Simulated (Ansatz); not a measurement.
# F3N (SMILES FN(F)F): BHLYP/cc-pVTZ

What is the vertical ionisation energy of F3N at BHLYP/cc-pVTZ? 

The results are computed with Ansatz 0.2.0.

### Step 1. Starting point

F3N has 4 atoms, charge 0, and is taken as a singlet. As SMILES, `FN(F)F`. The shape is that of a PBE0-D4/def2-TZVP optimisation.

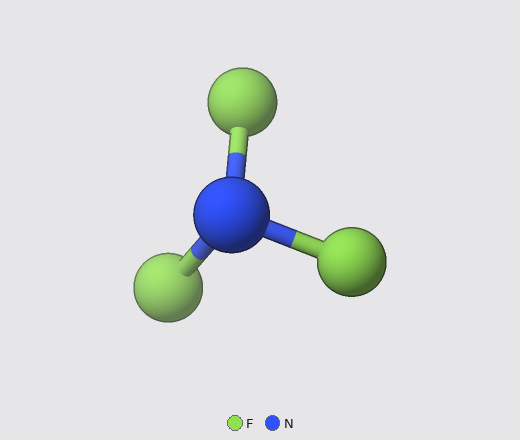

The structure, seen from a chosen angle (fluorine green, nitrogen blue).

### Step 2. A single-point energy at BHLYP/cc-pVTZ

The input, run.yaml:

```yaml
crystal:
  periodic: [false, false, false]
  atoms:
    - {symbol: F, position_ang: [0.614010, 0.000340, 1.066930]}
    - {symbol: "N", position_ang: [0.353420, -0.074150, -0.266250]}
    - {symbol: F, position_ang: [-0.636280, -1.006490, -0.312240]}
    - {symbol: F, position_ang: [-0.331150, 1.080310, -0.488440]}
basis:
  gaussian: {orbitals: cc-pVTZ}
output: {orbitals: {seedname: orbitals}}
accuracy: high
hamiltonian: {xc: {name: BHLYP}}
```

Command:

```sh
ansatz run run.yaml --threads 1 --pin off --max-ram 3480MiB --events-out events.jsonl --progress --plain --runs-dir runs
```

Output:

```text
Warning: RAYON_NUM_THREADS=1 ignored (pool sized by the plan → 1); use --threads N
Functional definition: BHLYP
  name "BHLYP"
  parameter a = 0.5
  exchange = (1 - a)*b88_x + a*exact_x
  correlation = lyp_c
2075 factors; integrals over basis functions are off by at most 3.4e-9 eV
mean field evaluation 1: about -9630.9602 eV, gradient 4.8e1 eV
mean field evaluation 2: about -9628.1361 eV, gradient 6.9e1 eV
mean field evaluation 4: about -9634.3077 eV, gradient 9.7e-1 eV
mean field evaluation 8: about -9634.6799 eV, gradient 1.5e-1 eV
mean field evaluation 16: about -9634.6800 eV, gradient 1.5e-5 eV
mean field -9634.67995815 eV, -354.0679578415 hartree, gradient 5.7e-8 eV, S^2 0.000000; 0 other end points of the search recorded, 0 dependent functions left out
reference -9634.67997125 eV, -354.0679583230 hartree; 17, 17 occupied and 103, 103 virtual orbitals, 2075 factors
Total energy: -9634.67997125 eV, -354.0679583230 hartree
```

Run time: 4.2 s. Hardware: 1 thread of Intel Xeon 6975P-C (Granite Rapids), shared host; peak memory 0.37 GiB.

### Step 3. The doublet cation, same level

The input, molecule.yaml:

```yaml
crystal:
  periodic: [false, false, false]
  atoms:
    - symbol: F
      position_ang: [0.614010, 0.000340, 1.066930]
    - symbol: "N"
      position_ang: [0.353420, -0.074150, -0.266250]
    - symbol: F
      position_ang: [-0.636280, -1.006490, -0.312240]
    - symbol: F
      position_ang: [-0.331150, 1.080310, -0.488440]
basis:
  gaussian: {orbitals: cc-pVTZ}
hamiltonian: {xc: {name: BHLYP}}
total_charge: 1
magnetization: {spin_polarized: true, initial_magnetization: 1}
output: {orbitals: {seedname: orbitals}}
accuracy: high
```

Command:

```sh
ansatz run molecule.yaml --threads 1 --pin off --max-ram 3480MiB --events-out events.jsonl --progress --plain --runs-dir runs
```

Output:

```text
Warning: RAYON_NUM_THREADS=1 ignored (pool sized by the plan → 1); use --threads N
[... 5 set-up lines as earlier in the session ...]
2075 factors; integrals over basis functions are off by at most 3.4e-9 eV
mean field evaluation 1: about -9613.1774 eV, gradient 5.2e1 eV
mean field evaluation 2: about -9598.3703 eV, gradient 9.2e1 eV
mean field evaluation 4: about -9620.9485 eV, gradient 1.8e0 eV
mean field evaluation 8: about -9621.0543 eV, gradient 2.0e-1 eV
mean field evaluation 16: about -9621.0548 eV, gradient 4.5e-4 eV
mean field -9621.05477099 eV, -353.5672414486 hartree, gradient 4.7e-8 eV, S^2 0.767652; 0 other end points of the search recorded, 0 dependent functions left out
reference -9621.05478499 eV, -353.5672419633 hartree; 17, 16 occupied and 103, 104 virtual orbitals, 2075 factors
Total energy: -9621.05478499 eV, -353.5672419633 hartree
```

It took 6.6 s on 1 thread of Intel Xeon 6975P-C (Granite Rapids), shared host; peak memory 0.45 GiB.

### Step 4. Outcome

At BHLYP/cc-pVTZ:

```
                                          quantity          value
                         singlet F3N: total energy  -354.06796 Eh
                          singlet F3N: HOMO energy      -12.05 eV
                          singlet F3N: LUMO energy        2.59 eV
                        singlet F3N: HOMO–LUMO gap       14.64 eV
                      doublet cation: total energy  -353.56724 Eh
doublet cation: HOMO energy (highest over α and β)      -23.44 eV
 doublet cation: LUMO energy (lowest over α and β)      -15.18 eV
                              doublet cation: ⟨S²⟩          0.768
vertical ionisation energy (to the doublet cation)      13.625 eV
```

Removing an electron at fixed nuclei costs 13.63 eV (314 kcal/mol). −ε(HOMO) before ionisation, 12.05 eV, is 1.58 eV below this ionisation energy.
